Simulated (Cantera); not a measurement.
Charge: 1 mol SiH2Cl2, 11 mol NO, 2.9 mol H2, held at 1448 K.

Method: chemical equilibrium by Gibbs-energy minimisation in Cantera with the NASA 1993 tables (ideal gas, pure condensed phases). Candidate condensed phases: H2O, NH4Cl, Si, SiO2, Si2N2O, Si3N4; 47 gas species. The tables hold silica as quartz up to 1696 K and as liquid above; real silica turns to tridymite and cristobalite and melts near 1996 K. Gases not in the tables: Si(OH)4. The numbers say what is thermodynamically allowed, not how fast it happens.

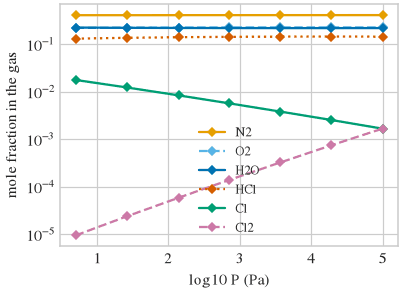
Fig. 1. Equilibrium gas composition (values under 1e-9 drawn at 1e-9)

Task: Read off the mole fractions at 1.05 Torr.

Result: N2 about 0.41, O2 about 0.22, H2O about 0.22, HCl about 0.14, Cl about 0.0083, Cl2 about 5.9e-5.
